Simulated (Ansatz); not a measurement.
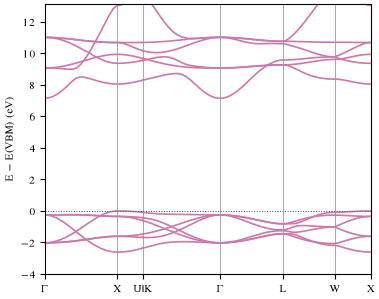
Fig. 1. Band structure from PBE in the plane-wave PAW code Ansatz

Question: Read off the gap and where the band edges lie.

Answer: About 7.1 eV (7.14 eV by a search for the band edges); maximum at X, minimum at Γ.

The material is CaF2 (fluorite, Fm-3m).

The cell was relaxed with PBE under the symmetry of its start.

Potentials: the earlier of the program's two PAW sets.
